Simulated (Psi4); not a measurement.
**Run report: CuPH4, energy and gradient calculation**

CuPH4 (Cu(PH3)H), computed with B3LYP/6-31G*, RKS (Psi4 1.11).

The geometry comes from this level: GFN2-xTB.

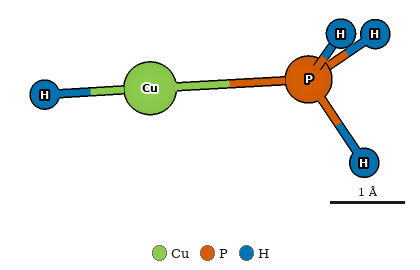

The structure (ball-and-stick view, seen at a tilt). Sticks mark near contacts.

Key numbers:

| quantity | value |
| --- | --- |
| outcome | converged |
| total energy | −1983.979048 hartree |
| basis functions | 66 |
| largest force | 1.837 eV/Å |
| HOMO | −5.45 eV |
| LUMO | −0.81 eV |
| dipole moment | 4.89 D |
| hardware | 1 thread of Intel Xeon @ 2.50GHz (Skylake/Cascade Lake), 16 GiB of memory available, shared host |
| wall time | 17 s |
| peak memory | 0.79 GiB |

Input file (calc.py):
```python
import psi4

psi4.set_memory(1600000000)
psi4.set_num_threads(1)
psi4.set_output_file('cuh4p.out', False)

with open('cuh4p.xyz') as f:
    atoms = ''.join(f.readlines()[2:])
m = psi4.geometry('0 1\n' + atoms + 'symmetry c1')

psi4.set_options({
    'basis': '6-31G*',
    'reference': 'rks',
    'puream': False,
    'e_convergence': 1e-09,
    'd_convergence': 1e-08,
    'scf_type': 'pk',
    'dft_radial_points': 99,
    'dft_spherical_points': 590,
})

E = psi4.gradient("b3lyp", molecule=m)
print('gradient / Eh bohr^-1')
print(E.np.round(6))
```

File cuh4p.xyz:
```
6
CuH4P
Cu     0.002430     0.011570    -1.604250
P      0.002060     0.001380     0.629190
H      0.764920    -0.902690     1.347910
H     -1.158390    -0.223770     1.349940
H      0.391290     1.101950     1.370540
H     -0.002310     0.011560    -3.093330
```

Launched with:
```bash
python calc.py
```

What the program printed:
```
Psi4 1.11 release

gradient() will perform analytic gradient computation.

   => Loading Basis Set <=

    Name: 6-31G*
    Role: ORBITAL
    Keyword: BASIS

         ---------------------------------------------------------
                                   SCF
                              RKS Reference
                        1 Threads,   1525 MiB Core
         ---------------------------------------------------------

  ==> Geometry <==

    Molecular point group: c1
    Full point group: C1

    Geometry (in Angstrom), charge = 0, multiplicity = 1:

       Center              X                  Y                   Z               Mass
    ------------   -----------------  -----------------  -----------------  -----------------
         CU           0.000263251904     0.003832311380    -0.782439457338    62.929597720000
         P           -0.000106748096    -0.006357688620     1.451000542662    30.973761998420
         H            0.762753251904    -0.910427688620     2.169720542662     1.007825032230
         H           -1.160556748096    -0.231507688620     2.171750542662     1.007825032230
         H            0.389123251904     1.094212311380     2.192350542662     1.007825032230
         H           -0.004476748096     0.003822311380    -2.271519457338     1.007825032230

  Running in c1 symmetry.

  Rotational constants: A =      4.02136  B =      0.13445  C =      0.13445 [cm^-1]
  Rotational constants: A = 120557.28051  B =   4030.81628  C =   4030.79134 [MHz]
  Nuclear repulsion =  148.284566554973424

  Charge       = 0
  Multiplicity = 1
  Electrons    = 48
  Nalpha       = 24
  Nbeta        = 24

  ==> Algorithm <==

  SCF Algorithm Type is PK.
  DIIS enabled.
  MOM disabled.
  Fractional occupation disabled.
  Guess Type is SAD.
  Energy threshold   = 1.00e-09
  Density threshold  = 1.00e-08
  Integral threshold = 1.00e-12

  ==> Primary Basis <==

  Basis Set: 6-31G*
    Blend: 6-31G*
    Number of shells: 28
    Number of basis functions: 66
    Number of Cartesian functions: 66
    Spherical Harmonics?: false
    Max angular momentum: 3

  ==> DFT Potential <==

   => LibXC <=

    Version 7.1.2

   => Composite Functional: B3LYP <=

    B3LYP Hyb-GGA Exchange-Correlation Functional

    Deriv               =              1
    GGA                 =           TRUE
    Meta                =          FALSE

    Exchange Hybrid     =           TRUE
    MP2 Hybrid          =          FALSE

   => Exchange Functionals <=

    0.0800   Slater exchange
    0.7200         Becke 88

   => Exact (HF) Exchange <=

    0.2000               HF

   => Correlation Functionals <=

    0.1900   Vosko, Wilk & Nusair (VWN5_RPA)
    0.8100   Lee, Yang & Parr

   => LibXC Density Thresholds  <==

    XC_HYB_GGA_XC_B3LYP:  1.00E-15

   => Molecular Quadrature <=

    Radial Scheme          =       TREUTLER
    Pruning Scheme         =           NONE
    Nuclear Scheme         =       TREUTLER

    Blocking Scheme        =         OCTREE
    BS radius alpha        =              1
    Pruning alpha          =              1
    Radial Points          =             99
    Spherical Points       =            590
    Total Points           =         335137
    Total Blocks           =           2494
    Max Points             =            256
    Max Functions          =             66
    Weights Tolerance      =       1.00E-15

  ==> Integral Setup <==

  Using in-core PK algorithm.
   Calculation information:
      Number of atoms:                   6
      Number of AO shells:              28
      Number of primitives:             86
      Number of atomic orbitals:        66
      Number of basis functions:        66

      Integral cutoff                 1.00e-12
      Number of threads:                 1

  Performing in-core PK
  Using 4890732 doubles for integral storage.
  We computed 76410 shell quartets total.
  Whereas there are 82621 unique shell quartets.

  ==> DiskJK: Disk-Based J/K Matrices <==

    J tasked:                  Yes
    K tasked:                  Yes
    wK tasked:                  No
    Memory [MiB]:              638
    Schwarz Cutoff:          1E-12

  Cached 100.0% of DFT collocation blocks in 0.494 [GiB].

  Minimum eigenvalue in the overlap matrix is 1.1954749005E-03.
  Reciprocal condition number of the overlap matrix is 2.1114206810E-04.
    Using symmetric orthogonalization.

  ==> Pre-Iterations <==

  SCF Guess: Superposition of Atomic Densities via on-the-fly atomic UHF (no occupation information).

   -------------------------
    Irrep   Nso     Nmo
   -------------------------
     A         66      66
   -------------------------
    Total      66      66
   -------------------------

  ==> Iterations <==

                        Total Energy        Delta E     RMS |[F,P]|

   @RKS iter SAD: -1981.75607900317641   -1.98176e+03   0.00000e+00
   @RKS iter   1: -1980.78964113373490    9.66438e-01   5.57793e-02 DIIS/ADIIS
   @RKS iter   2: -1940.35533490886132    4.04343e+01   1.27817e-01 ADIIS
   @RKS iter   3: -1982.71679554731918   -4.23615e+01   4.12615e-02 DIIS/ADIIS
   @RKS iter   4: -1983.93954721715158   -1.22275e+00   6.91697e-03 DIIS/ADIIS
   @RKS iter   5: -1983.97719704350561   -3.76498e-02   1.24203e-03 DIIS/ADIIS
   @RKS iter   6: -1983.97885415788915   -1.65711e-03   3.75160e-04 DIIS/ADIIS
   @RKS iter   7: -1983.97904200608446   -1.87848e-04   3.91889e-05 DIIS
   @RKS iter   8: -1983.97904731988410   -5.31380e-06   2.04115e-05 DIIS
   @RKS iter   9: -1983.97904778362295   -4.63739e-07   6.68091e-06 DIIS
   @RKS iter  10: -1983.97904783845229   -5.48293e-08   4.04800e-07 DIIS
   @RKS iter  11: -1983.97904783899116   -5.38876e-10   9.61547e-08 DIIS
   @RKS iter  12: -1983.97904783901208   -2.09184e-11   1.09441e-08 DIIS
   @RKS iter  13: -1983.97904783901390   -1.81899e-12   4.67613e-09 DIIS
  Energy and wave function converged.

  ==> Post-Iterations <==

   Electrons on quadrature grid:
      Ntotal   =   47.9999998975 ; deviation = -1.025e-07

    Orbital Energies [Eh]
    ---------------------

    Doubly Occupied:

       1A   -322.964954     2A    -77.120373     3A    -38.787998
       4A    -34.004636     5A    -33.991853     6A    -33.991823
       7A     -6.599170     8A     -4.760672     9A     -4.760670
      10A     -4.757142    11A     -4.246258    12A     -2.755221
      13A     -2.731847    14A     -2.731802    15A     -0.702657
      16A     -0.436263    17A     -0.435961    18A     -0.383283
      19A     -0.267697    20A     -0.217938    21A     -0.217889
      22A     -0.200429    23A     -0.200428    24A     -0.200148

    Virtual:

      25A     -0.029872    26A     -0.029740    27A      0.014662
      28A      0.051473    29A      0.052075    30A      0.111948
      31A      0.126991    32A      0.182407    33A      0.223762
      34A      0.224135    35A      0.236709    36A      0.283376
      37A      0.283499    38A      0.421713    39A      0.492731
      40A      0.616348    41A      0.616422    42A      0.650866
      43A      0.650883    44A      0.843731    45A      0.946897
      46A      1.020749    47A      1.155192    48A      1.156536
      49A      1.283701    50A      1.447289    51A      1.447333
      52A      1.513884    53A      2.044011    54A      2.044024
      55A      2.067246    56A      2.067541    57A      2.299426
      58A      2.430726    59A      2.430810    60A      2.432855
      61A      2.432988    62A      2.439091    63A      2.439128
      64A      2.639402    65A      3.400300    66A     39.487195

    Final Occupation by Irrep:
              A
    DOCC [    24 ]
    NA   [    24 ]
    NB   [    24 ]

  @RKS Final Energy: -1983.97904783901390

   => Energetics <=

    Nuclear Repulsion Energy =            148.2845665549734235
    One-Electron Energy =               -3057.2689984747739800
    Two-Electron Energy =                 999.1134052522271531
    DFT Exchange-Correlation Energy =     -74.1080211714404129
    Empirical Dispersion Energy =           0.0000000000000000
    VV10 Nonlocal Energy =                  0.0000000000000000
    Total Energy =                      -1983.9790478390139015

Computation Completed

Properties will be evaluated at   0.000000,   0.000000,   0.000000 [a0]

Properties computed using the SCF density matrix

 Multipole Moments:

 ------------------------------------------------------------------------------------
     Multipole            Electronic (a.u.)      Nuclear  (a.u.)        Total (a.u.)
 ------------------------------------------------------------------------------------

 L = 1.  Multiply by 2.5417464519 to convert [e a0] to [Debye]
 Dipole X            :          0.0166119           -0.0134622            0.0031497
 Dipole Y            :          0.0488416           -0.0531562           -0.0043146
 Dipole Z            :         -4.3798051            6.3051960            1.9253909
 Magnitude           :                                                    1.9253983

 ------------------------------------------------------------------------------------

	total time  =         11 seconds =       0.18 minutes

         ------------------------------------------------------------
                                   SCF GRAD
         ------------------------------------------------------------

  ==> Geometry <==

    Molecular point group: c1
    Full point group: C1

    Geometry (in Angstrom), charge = 0, multiplicity = 1:

       Center              X                  Y                   Z               Mass
    ------------   -----------------  -----------------  -----------------  -----------------
         CU           0.000263251904     0.003832311380    -0.782439457338    62.929597720000
         P           -0.000106748096    -0.006357688620     1.451000542662    30.973761998420
         H            0.762753251904    -0.910427688620     2.169720542662     1.007825032230
         H           -1.160556748096    -0.231507688620     2.171750542662     1.007825032230
         H            0.389123251904     1.094212311380     2.192350542662     1.007825032230
         H           -0.004476748096     0.003822311380    -2.271519457338     1.007825032230

  Nuclear repulsion =  148.284566554973424

  ==> Basis Set <==

  Basis Set: 6-31G*
    Blend: 6-31G*
    Number of shells: 28
    Number of basis functions: 66
    Number of Cartesian functions: 66
    Spherical Harmonics?: false
    Max angular momentum: 3

  ==> DirectJKGrad: Integral-Direct SCF Gradients <==

    Gradient:                    1
    J tasked:                  Yes
    K tasked:                  Yes
    wK tasked:                  No
    Integrals threads:           1
    Schwarz Cutoff:          1E-12

  ==> DFT Potential <==

   => LibXC <=

    Version 7.1.2

   => Composite Functional: B3LYP <=

    B3LYP Hyb-GGA Exchange-Correlation Functional

    Deriv               =              1
    GGA                 =           TRUE
    Meta                =          FALSE

    Exchange Hybrid     =           TRUE
    MP2 Hybrid          =          FALSE

   => Exchange Functionals <=

    0.0800   Slater exchange
    0.7200         Becke 88

   => Exact (HF) Exchange <=

    0.2000               HF

   => Correlation Functionals <=

    0.1900   Vosko, Wilk & Nusair (VWN5_RPA)
    0.8100   Lee, Yang & Parr

   => LibXC Density Thresholds  <==

    XC_HYB_GGA_XC_B3LYP:  1.00E-15

   => Molecular Quadrature <=

    Radial Scheme          =       TREUTLER
    Pruning Scheme         =           NONE
    Nuclear Scheme         =       TREUTLER

    Blocking Scheme        =         OCTREE
    BS radius alpha        =              1
    Pruning alpha          =              1
    Radial Points          =             99
    Spherical Points       =            590
    Total Points           =         335137
    Total Blocks           =           2494
    Max Points             =            256
    Max Functions          =             66
    Weights Tolerance      =       1.00E-15

  -Total Gradient:
     Atom            X                  Y                   Z
    ------   -----------------  -----------------  -----------------
       1       -0.000092871891    -0.000170797897    -0.025974290215
       2        0.000372595025     0.000564000229     0.035722731230
       3       -0.009822475148     0.011522560094    -0.003706813240
       4        0.014724384467     0.002772523493    -0.003625375768
       5       -0.005221660100    -0.014785434638    -0.004164326570
       6        0.000039788636     0.000097349865     0.001752541504

	total time  =          5 seconds =       0.08 minutes
```

Standard output:
```
gradient / Eh bohr^-1
[[-9.3000e-05 -1.7100e-04 -2.5974e-02]
 [ 3.7300e-04  5.6400e-04  3.5723e-02]
 [-9.8220e-03  1.1523e-02 -3.7070e-03]
 [ 1.4724e-02  2.7730e-03 -3.6250e-03]
 [-5.2220e-03 -1.4785e-02 -4.1640e-03]
 [ 4.0000e-05  9.7000e-05  1.7530e-03]]
```

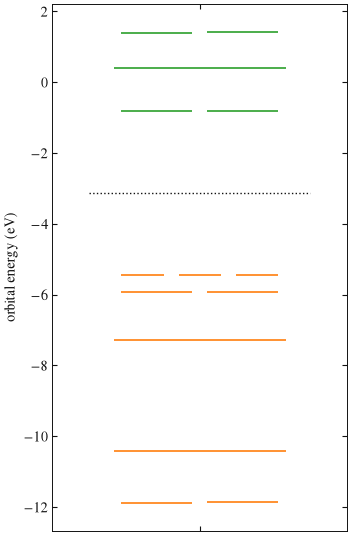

Orbital energies near the frontier; the dotted line parts filled from empty levels, and levels within 0.02 eV of each other stand side by side. Highest filled −5.45 eV, lowest empty −0.81 eV, 4.64 eV apart.
